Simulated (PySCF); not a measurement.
Input file:

```
{"job": {"kind": "nmr", "xc": "PBE0", "basis": "pcSseg-1"}, "charge": 0, "multiplicity": 1}
C      4.017131     0.154866     1.289543
C      2.870638     0.115337     0.916167
C      1.584419     0.067132     0.501470
C      0.435285     0.047168     0.106761
C     -0.899529    -0.038540    -0.286866
Si    -1.975851    -1.303311     0.639640
C     -1.387955     0.743055    -1.276139
C     -0.600556     1.677627    -1.963602
N      0.043440     2.443686    -2.527628
H      5.015275     0.196089     1.607185
H     -3.319019    -1.219828     0.065360
H     -1.386395    -2.625647     0.432816
H     -1.974460    -0.935403     2.055019
H     -2.423103     0.677295    -1.581892
```

Launched as:

```sh
OMP_NUM_THREADS=1 python probes_run.py task.json out
```

Geometry: GFN2-xTB.

Level of theory: PySCF, PBE0/pcSseg-1, SCF density, gas phase, non-relativistic.

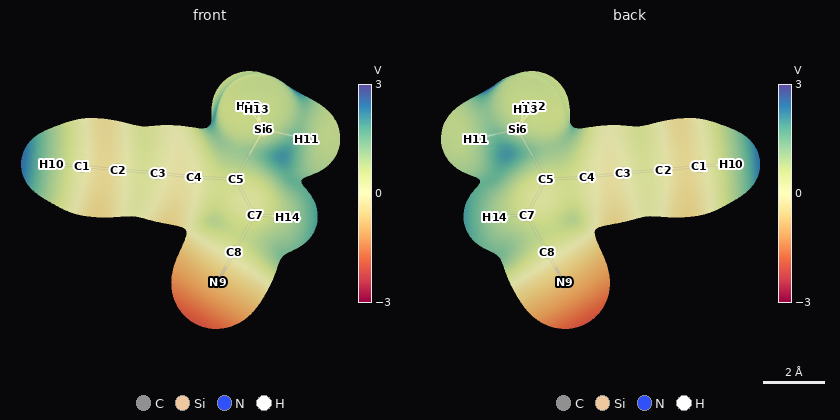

C7H5NSi (SMILES C#CC#C/C([SiH3])=C\C#N). The molecular electrostatic potential painted on the density surface at 0.004 e/bohr³, seen from the front and from behind; red is negative and blue positive.

Q: Which sites attract a positive test charge, and which a negative one?

A: A positive charge is drawn to the negative regions and a negative charge to the positive ones. The most negative region (about −2.0 V) lies over N9, the most positive (about +2.5 V) over Si6 and H10. N9 is the likeliest acceptor of a hydrogen bond.

Q: What dipole moment does the calculation give?

A: Its dipole moment is 3.91 D.
